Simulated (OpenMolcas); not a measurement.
**Single-point calculation, with input and output: C₂Si**

System: C₂Si (Silicon dicarbide).
Method: PBEsol/cc-pVQZ, RKS (OpenMolcas 26.06).

The geometry comes from this level: GFN2-xTB.

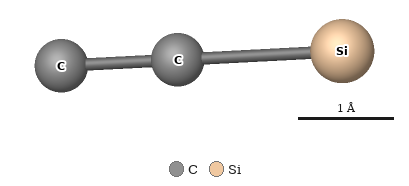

Fig. 1: The input geometry (ball-and-stick view, seen at a tilt). Bond lengths as drawn: C–C 1.26 Å and C–Si 1.78 Å.

**Input**
```
* C2Si Kohn-Sham DFT
&GATEWAY
BasLib=$CurrDir
Coord=struct.xyz
Basis=cc-pVQZ
Group=NoSym
RICD
&SEWARD
&SCF
KSDFT=PBEsol
PrOrbitals=0
```

**File struct.xyz**
```
3

C     -1.111830     0.737510    -0.522770
C     -0.135170     0.089220    -0.063600
Si     1.247000    -0.826740     0.586370
```

Machine: 1 thread of Arm Neoverse N1, 98 GiB of memory available, shared host.

Run as:
```bash
export MOLCAS_MEM=1860
pymolcas job.input > job.log
```

**Output**
```
--- Start Module: gateway ---

                                              &GATEWAY

                       available to each process: 1.9 GB of memory, 1 thread

 Basis Set     1 Label: C.CC-PVQZ
 Basis set is read from library:.
 basistype.tbl is not found

 Basis Set     2 Label: SI.CC-PVQZ
 Basis set is read from library:.
 basistype.tbl is not found

++    Symmetry information:
      ---------------------

                    Character Table for C1

                             E
                    a        1  x, y, xy, Rz, z, xz, Ry, yz, Rx, I
--

++    Basis set information:
      ----------------------

      Basis set label: C.CC-PVQZ.........

      Electronic valence basis set:
      ------------------
      Associated Effective Charge   6.000000 au
      Associated Actual Charge      6.000000 au
      Nuclear Model: Point charge

      Shell  nPrim  nBasis  Cartesian Spherical Contaminant
         s      12       5        X
         p       6       4        X
         d       3       3                 X
         f       2       2                 X
         g       1       1                 X

      Basis set label: SI.CC-PVQZ.........

      Electronic valence basis set:
      ------------------
      Associated Effective Charge  14.000000 au
      Associated Actual Charge     14.000000 au
      Nuclear Model: Point charge

      Shell  nPrim  nBasis  Cartesian Spherical Contaminant
         s      16       6        X
         p      11       5        X
         d       3       3                 X
         f       2       2                 X
         g       1       1                 X
--

++    Molecular structure info:
      -------------------------

                    ************************************************
                    **** Cartesian Coordinates / bohr, angstrom ****
                    ************************************************

     Center  Label                x              y              z                     x              y              z
        1      C1              -2.101054       1.393692      -0.987892             -1.111830       0.737510      -0.522770
        2      C2              -0.255434       0.168601      -0.120187             -0.135170       0.089220      -0.063600
        3      SI3              2.356488      -1.562312       1.108079              1.247000      -0.826740       0.586370

                    ***************************************
                    *    InterNuclear Distances / bohr    *
                    ***************************************

               1 C1            2 C2            3 SI3
    1 C1       0.000000
    2 C2       2.379091        0.000000
    3 SI3      5.744627        3.365537        0.000000

                    *******************************************
                    *    InterNuclear Distances / angstrom    *
                    *******************************************

               1 C1            2 C2            3 SI3
    1 C1       0.000000
    2 C2       1.258961        0.000000
    3 SI3      3.039926        1.780965        0.000000
--

            Nuclear Potential Energy             54.71306205 au

--- Stop Module: gateway /rc=_RC_ALL_IS_WELL_ ---
--- Module gateway spent 2 seconds ---

--- Start Module: seward ---

                                              &SEWARD

                       available to each process: 1.9 GB of memory, 1 thread

               SEWARD will generate:
                  Multipole Moment integrals up to order  2
                  Kinetic Energy integrals
                  Nuclear Attraction integrals (point charge)
                  One-Electron Hamiltonian integrals
                  Velocity integrals
                  Orbital angular momentum around (  0.7243  -0.4802   0.3406 )
                  Velocity quadrupole around (  0.7243  -0.4802   0.3406 )
                  RI decomposed two-electron repulsion integrals stored Cholesky style
                   - acCD auxiliary basis
                   - CD Threshold:   1.00E-04

                   Integrals are discarded if absolute value <: 1.00E-14
                   Integral cutoff threshold is set to       <: 1.00E-16

            Nuclear Potential Energy             54.71306205 au

      Basis set specifications :
      Symmetry species         a
      Basis functions          169

--- Stop Module: seward /rc=_RC_ALL_IS_WELL_ ---
--- Module seward spent 9 seconds ---

--- Start Module: scf ---

                                                &SCF

                       available to each process: 1.9 GB of memory, 1 thread

++    Input section:
      --------------

      Header of the integral files:

      Cartesian coordinates in angstrom:
      -----------------------------------------------------
      No.  Label        X            Y            Z
      -----------------------------------------------------
       1   C1        -1.11183000   0.73751000  -0.52277000
       2   C2        -0.13517000   0.08922000  -0.06360000
       3   SI3        1.24700000  -0.82674000   0.58637000
      -----------------------------------------------------
      Nuclear repulsion energy =   54.71306205
--

++    Orbital specifications:
      -----------------------

      Symmetry species               1
                                     a
      Frozen orbitals                0
      Occupied orbitals             13
      Secondary orbitals           156
      Deleted orbitals               0
      Total number of orbitals     169
      Number of basis functions    169
--

      Molecular charge                           0.000

      Numerical integration parameters
      --------------------------------
      Radial quadrature type:                         MHL
      Size of radial grid:                            75
      Lebedev angular grid:                           29
      Angular grid pruned with the crowding factor:  3.00E+00
                                 and fading factor:  6.00E+00
      Screening threshold for integral computation:   1.00E-11
      Radial quadrature accuracy:                     1.00E-25
      Maximum batch size:                             128
      AO values are stored on disk
      The same grid will be used for all iterations.

      DFT functional specifications
      -----------------------------
      Using Libxc version: 6.2.2
      Please cite the following reference:
      S. Lehtola, C. Steigemann, M. J.T. Oliveira, and M. A.L. Marques.,  SoftwareX 7, 1–5 (2018) doi:10.1016/j.softx.2017.11.002

      * Perdew, Burke & Ernzerhof SOL
      * Perdew, Burke & Ernzerhof SOL

++    Optimization specifications:
      ----------------------------

      SCF Algorithm: LK-RI/DF
      LK screening threshold:                     4.50E-02
      Local-Exchange (LK) algorithm.
       - the density matrix is decomposed
      D(i)-D(i-1) density differences are used
      Number of density matrices in core                 5
      Maximum number of NDDO SCF iterations            400
      Maximum number of HF SCF iterations              400
      Threshold for SCF energy change             1.00E-09
      Threshold for density matrix                1.00E-04
      Threshold for Fock matrix                   1.50E-04
      Threshold for linear dependence             1.00E-09
      Threshold at which DIIS is turned on        1.50E-01
      Maximum depth in the DIIS procedure                5
      Maximum depth in the BFGS Hessian update          30
      Threshold at which QNR/C2DIIS is turned on  7.50E-02
      Threshold for Norm(delta) (QNR/C2DIIS)      1.00E-03
      All orbitals punched on: SCFORB
--

      Input vectors read from INPORB
      Orbital file label: *Guess orbitals

++ Convergence information
                                   PBESOL     iterations: Energy and convergence statistics

Iter     Tot. PBESOL     One-elec.       Two-elec.     Energy      Max Dij or  Max Fij      DNorm      TNorm      AccCon     Time
         Energy          Energy          Energy        Change      Delta Norm                                                in Sec.
   1  -364.183157799  -639.957293715   221.061073866   0.00E+00    8.25E-01*   1.62E-01*    7.42E+00   1.73E+02   None         1.
   2  -361.586014814  -645.513873528   229.214796663   2.60E+00*   3.79E-01*   5.43E-02*    1.15E+01   1.71E+02   EDIIS        1.
   3  -364.361332808  -642.386367966   223.311973108  -2.78E+00*   3.99E-01*   7.03E-02*    8.84E+00   1.74E+02   EDIIS        1.
   4  -364.191372879  -639.625930944   220.721496016   1.70E-01*   8.69E-02*   3.50E-02*    3.01E+00   1.72E+02   EDIIS        1.
   5  -364.447718362  -640.662337923   221.501557510  -2.56E-01*   3.16E-01*   2.07E-02*    1.41E+00   1.72E+02   c2DIIS       1.
   6  -364.396898223  -641.801910892   222.691950619   5.08E-02*   4.80E-02*   1.59E-02*    1.35E+00   1.74E+02   c2DIIS       1.
   7  -364.454030412  -641.277941987   222.110849524  -5.71E-02*   1.52E-01*   1.23E-02*    3.01E-01   1.73E+02   QNRc2DIIS    1.
   8  -364.430850835  -641.115496643   221.971583758   2.32E-02*   1.19E-01*   5.25E-02*    8.15E-01   1.73E+02   QNRc2DIIS    1.
   9  -364.455107347  -641.150114000   221.981944603  -2.43E-02*   8.80E-03*   2.28E-03*    6.84E-01   1.73E+02   QNRc2DIIS    1.
  10  -364.455219423  -641.157480502   221.989199028  -1.12E-04*   2.91E-03*   1.12E-03*    9.21E-02   1.73E+02   QNRc2DIIS    1.
  11  -364.455233956  -641.193898816   222.025602810  -1.45E-05*   3.23E-04    3.63E-04*    2.24E-02   1.73E+02   QNRc2DIIS    1.
  12  -364.455234665  -641.191896234   222.023599518  -7.09E-07*   1.34E-03*   2.86E-04*    4.03E-03   1.73E+02   QNRc2DIIS    1.
  13  -364.455236190  -641.192077335   222.023779095  -1.52E-06*   3.47E-05    6.47E-06     9.88E-03   1.73E+02   QNRc2DIIS    1.
  14  -364.455236191  -641.192085066   222.023786825  -1.36E-09*   1.55E-05    1.85E-06     7.06E-04   1.73E+02   QNRc2DIIS    1.
  15  -364.455236191  -641.192049005   222.023750764  -6.76E-11    6.35E-06    1.31E-06     2.13E-04   1.73E+02   QNRc2DIIS    1.

       Convergence after  15 Iterations
--

 *****************************************************************************************************************************
 *                                             SCF/KS-DFT Program, Final results                                             *
 *                                                       Final Results                                                       *
 *****************************************************************************************************************************

::    Total KS-DFT energy                            -364.4552361910
      One-electron energy                            -641.1920490049
      Two-electron energy                             222.0237507636
      Nuclear repulsion energy                         54.7130620503
      Kinetic energy (interpolated)                   363.4322262361
      Virial theorem                                    1.0028148576
      Total spin, S(S+1)                                0.0000000000
      Total spin, S                                     0.0000000000
      Max non-diagonal density matrix element           0.0000087383
      Max non-diagonal Fock matrix element              0.0000007388

      No orbitals printed

++    Molecular charges:
      ------------------

      Mulliken charges per centre
      ---------------------------

                C1      C2      SI3
      Total    5.8926  6.4700 13.6375

      N-E      0.1074 -0.4700  0.3625

      Total electronic charge=   26.000000

      Total            charge=   -0.000000
--

++    Molecular properties:
      ---------------------

      Charge (e):
                      =   -0.0000
      Dipole Moment (debye):
      Origin of the operator (angstrom)=    0.3833   -0.2541    0.1802
                   X=  3.8667E+00               Y= -2.5644E+00               Z=  1.8181E+00           Total=  4.9833E+00
      Quadrupole Moment (debye*angstrom):
      Origin of the operator (angstrom)=    0.3833   -0.2541    0.1802
                  XX= -2.8190E+01              XY=  3.2761E+00              XZ= -2.3221E+00              YY= -2.5425E+01
                  YZ=  1.5404E+00              ZZ= -2.4343E+01
      In traceless form (debye*angstrom)
                  XX= -3.3061E+00              XY=  4.9141E+00              XZ= -3.4831E+00              YY=  8.4197E-01
                  YZ=  2.3105E+00              ZZ=  2.4641E+00
--

--- Stop Module: scf /rc=_RC_ALL_IS_WELL_ ---
--- Module scf spent 17 seconds ---

.##################.
.# Happy landing! #.
.##################.

    Timing: Wall=30.25 User=27.59 System=2.60
```

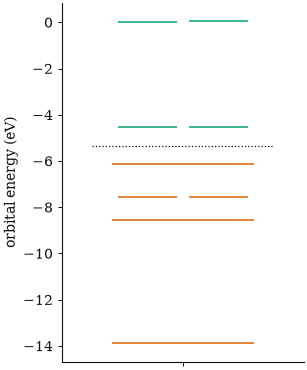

Fig. 2: Orbital energies near the frontier; the dotted line parts filled from empty levels, and levels within 0.02 eV of each other stand side by side. Highest filled −6.13 eV, lowest empty −4.53 eV, 1.60 eV apart.

**Key numbers**

- outcome: converged
- total energy: −364.455236 hartree
- basis functions: 169
- HOMO: −6.13 eV
- LUMO: −4.53 eV
- dipole moment: 4.98 debye
- wall time: 31 s
- peak memory: 0.32 GiB
